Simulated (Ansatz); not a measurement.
Take GeSe (space group P6_3mc, No. 186; a = 4.710 Å, c = 5.685 Å; a hypothetical phase, not in the database extracts checked) as the base.

The same geometry is solved again with PBEsol+SOC.

Levels (all Ansatz, a first-principles code, PAW): PBEsol+SOC (420 eV, with spin-orbit coupling); PBEsol (420 eV, scalar-relativistic without spin-orbit coupling).

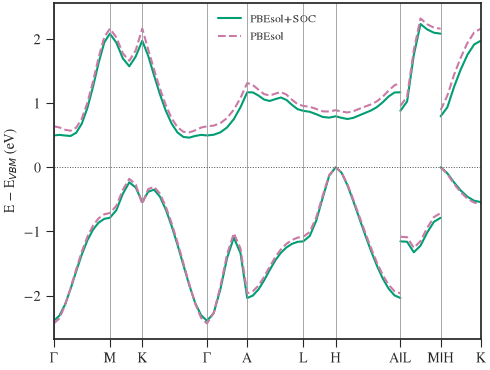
*Highest valence and lowest conduction band along the path, each from its own valence-band maximum*

The gap is 0.46 eV, indirect, H → K–Γ (73 % along); the base has 0.54 eV.

Single points use the geometry relaxed with PBEsol. The spin-orbit shifts are approximate. No phonon test of stability was made.
